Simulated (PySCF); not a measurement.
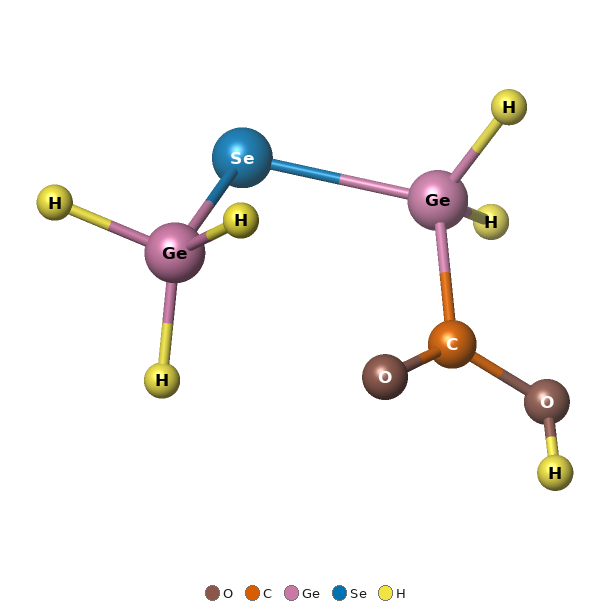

Ball-and-stick drawing of a structure.

The computed structure is the end point of a GFN2-xTB optimisation. No frequency run is at hand to confirm it as a minimum.

Describe the molecule.

It has 12 atoms: 1 carbon, 6 hydrogen, 2 germanium, 2 oxygen and 1 selenium (CH₆Ge₂O₂Se). Its SMILES string is `O=[C](O)[GeH2][Se][GeH3]`. Among its groups: carboxylic acid. This geometry has C1 symmetry. Coordination: 1 C trigonal planar; 1 O bent; 2 Ge tetrahedral; 1 Se bent.

More results for the same structure follow; atom numbers are the same in all pictures, views and colours differ.

## Dipole moment

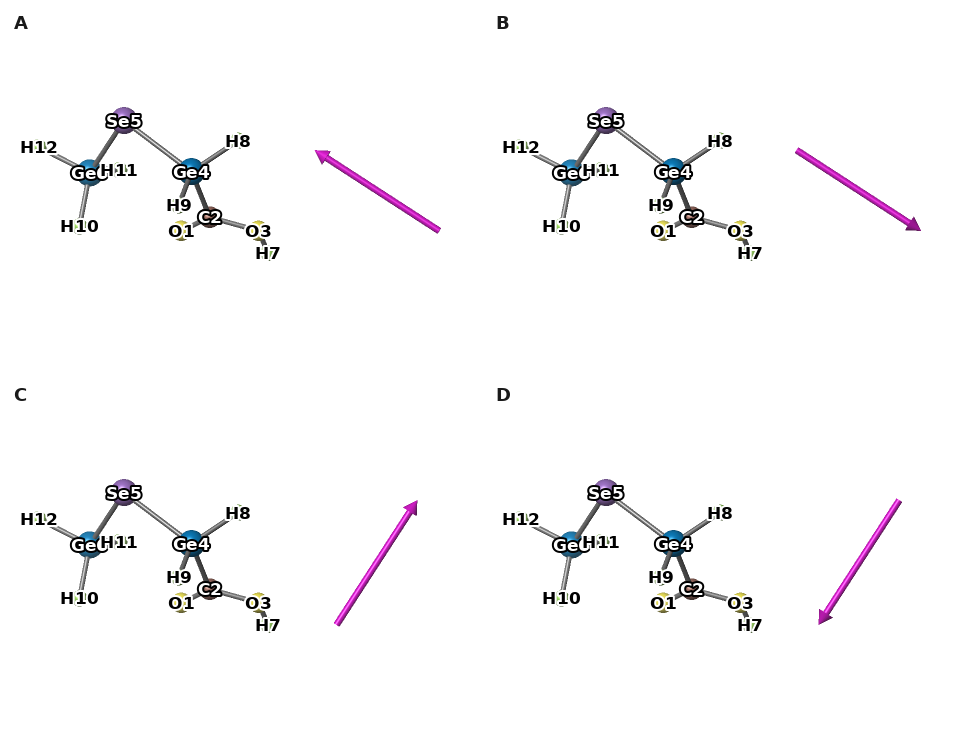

The same molecule four times, each with an arrow. No frequency run is at hand to confirm it as a minimum. Properties computed with B3LYP/def2-SVPD, gas phase (PySCF 2.14.0).

> Which arrow points along the dipole moment, from the negative to the positive end?

B. The dipole moment is 2.28 D; it points from the side of H12 to the side of H7 (the outermost atoms at the two ends).

## Excitation

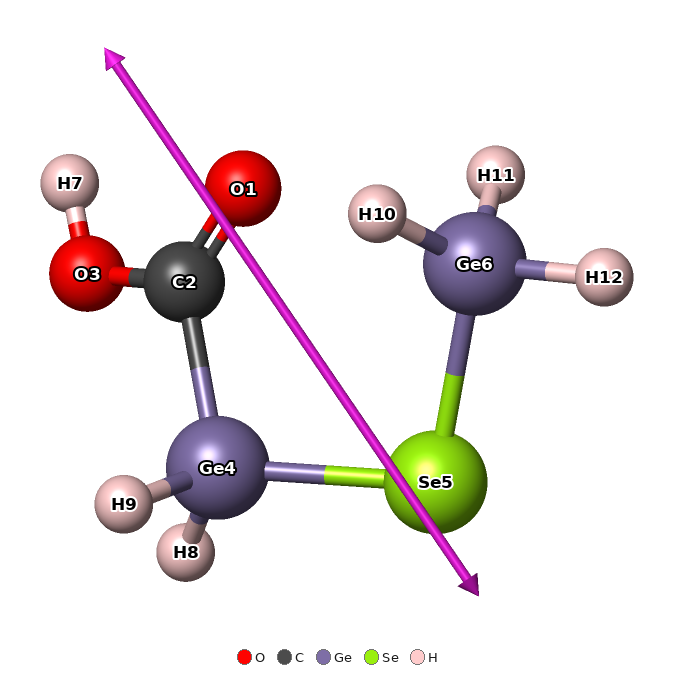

The double arrow shows the direction of the transition dipole to excited singlet state 7 (its length means nothing). No frequency run is at hand to confirm it as a minimum. Level of theory: TDDFT B3LYP/def2-SVPD, vertical, gas phase, core orbitals frozen in the response (PySCF 2.14.0).

> Where does the transition lie, and how strong is it?

6.17 eV (201 nm), oscillator strength 0.032, mainly HOMO−1 → LUMO+1 (weight 0.75); transition dipole 1.17 D.

## Polarisability

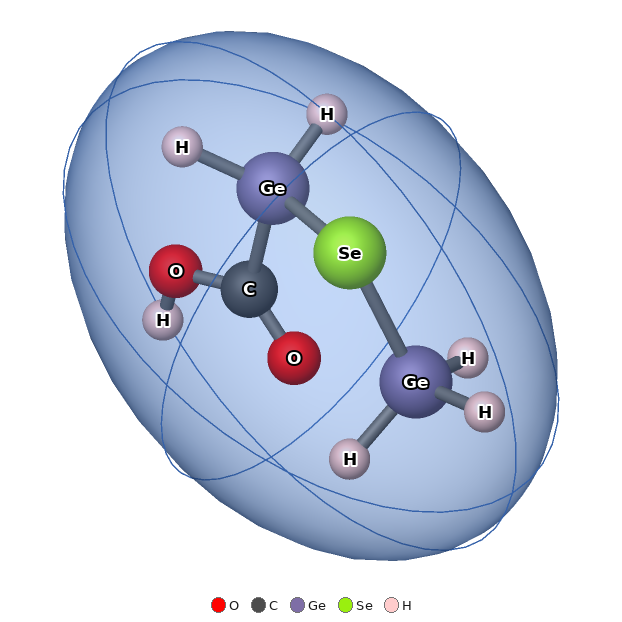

The ellipsoid shows the static dipole polarisability: its half-axes are proportional to the principal values. No frequency run is at hand to confirm it as a minimum. Computed with B3LYP/def2-SVPD (PySCF 2.14.0).

> How large and how anisotropic is the polarisability?

Principal values 86.0, 115.1, 133.7 bohr³; mean 111.6 bohr³ (16.54 Å³); anisotropy 41.7 bohr³, so the longest axis is 1.55 times the shortest.

The geometry is semi-empirical. Around Ge, Se such bond lengths and angles can be off by a tenth of an ångström or more and by several degrees, and values that hang on the shape move with them.
